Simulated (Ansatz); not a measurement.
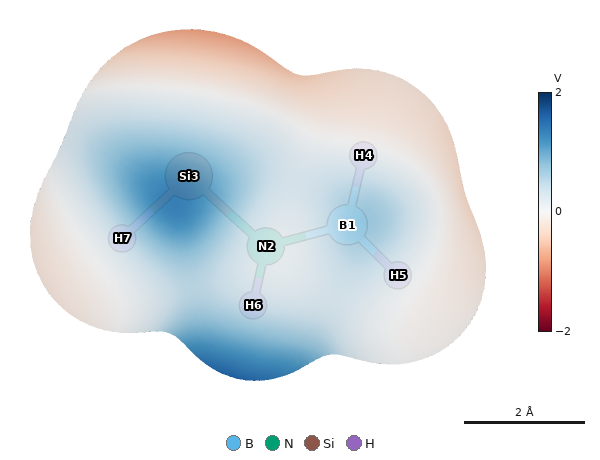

*BH4NSi. The electrostatic potential painted on the density surface at 0.001 e/bohr³, seen across its widest extent; the colour scale runs from red (negative) to blue (positive).*

Geometry: r2SCAN-D4/def2-TZVP.

These are results of isolated molecule in a Gaussian basis; Kohn-Sham density functional theory, functional PBE0 (Ansatz 0.2.0), not measurements.

```yaml
atoms:
  - { symbol: B, position_ang: [-0.2099, 1.2563, -3.1289] }
  - { symbol: N, position_ang: [1.1672, 1.5524, -3.2962] }
  - { symbol: Si, position_ang: [2.1300, 2.3108, -2.0488] }
  - { symbol: H, position_ang: [-0.7218, 1.5423, -2.0868] }
  - { symbol: H, position_ang: [-0.8234, 0.7363, -4.0141] }
  - { symbol: H, position_ang: [1.5894, 1.3053, -4.1836] }
  - { symbol: H, position_ang: [3.4232, 2.3173, -2.8774] }
```

**Describe the electrostatic potential map.**

The most negative region (about −0.8 V) lies over Si3, the most positive (about +1.6 V) over H6.

**What dipole moment does the calculation give?**

Its dipole moment is 1.44 D.
